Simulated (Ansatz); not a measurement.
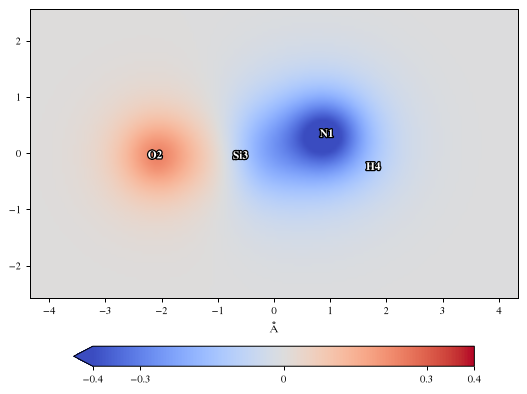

*HNOSi. The HOMO on a plane 0.8 Å above the molecular plane (values in Å⁻³ᐟ²; the overall sign is arbitrary).*

Geometry: B3LYP/6-31G*.

The calculation used Ansatz, isolated molecule in a Gaussian basis; Kohn-Sham density functional theory, functional PBE0.

```xyz
4

N    -0.7911   -0.7776    0.1497
O     2.2312   -0.8801   -0.4055
Si    0.7118   -0.7897   -0.3225
H    -1.6389   -0.6137   -0.3761
```

Q: Where does this orbital lie, and at what energy?

A: Its weight (Hirshfeld) is mainly on N1 (about 60 %), Si3 (about 20 %) and O2 (about 15 %); it changes sign across the molecular plane (π type); π-bonding across N1–Si3; π-antibonding (a node) across O2–Si3. Its energy is −8.57 eV.
